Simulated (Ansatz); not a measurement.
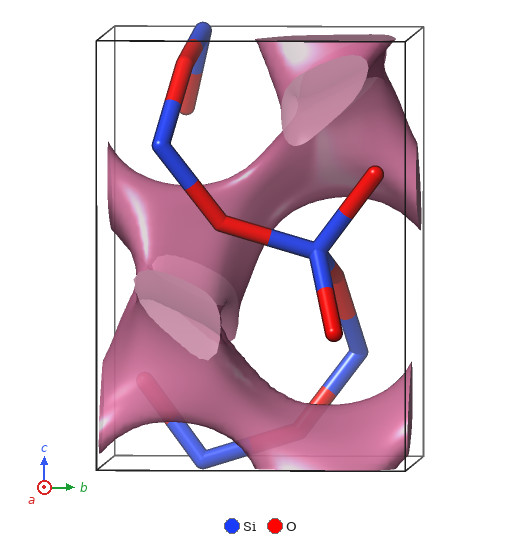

Crystal voids of SiO2 (P4_12_12, No. 92): the pink surface encloses the regions where the procrystal electron density, the sum of the densities of spherically averaged neutral Hartree-Fock atoms, is below 0.005 e/bohr³ (1×1×1 cells, view from a free direction). No self-consistent density enters. Pale faces close the region where the drawn box cuts it. The usual level for crystal voids is 0.002 e/bohr³; this crystal has almost no region below it, so a higher level is used, which marks the interstitial space of lowest density.

Source of the atomic positions: coordinates from a relaxation with Ansatz 0.2.0, DFT LDA, scalar-relativistic, plane waves, PAW.

```xyz
12
Lattice="4.9508 0.0000 0.0000 0.0000 4.9508 0.0000 0.0000 0.0000 6.8832" Properties=species:S:1:pos:R:3 pbc="T T T"
Si    1.5029    1.5029    0.0000
Si    0.9725    3.9783    1.7208
Si    3.4479    3.4479    3.4416
Si    3.9783    0.9725    5.1624
O     1.1765    0.5532    1.2566
O     1.9222    3.6519    2.9774
O     3.7743    4.3977    4.6982
O     3.0286    1.2989    6.4190
O     3.6519    1.9222    3.9058
O     4.3977    3.7743    2.1850
O     1.2989    3.0286    0.4642
O     0.5532    1.1765    5.6266
```

> What share of the cell is void by this measure?

The voids take about 16 % of the cell (28 Å³ of 168.7 Å³) and are bounded by about 77 Å² of surface per cell.

> What shape does the empty space take in three dimensions?

Where they connect, they form a three-dimensional network.

> How low does the density fall, and where?

To about 0.0022 e/bohr³ near 0.22, 0.75, 0.75 (fractional), 2.3 Å from the nearest nucleus.

> At what density do the voids first join through the crystal?

At about 0.0035 e/bohr³, as a three-dimensional network.
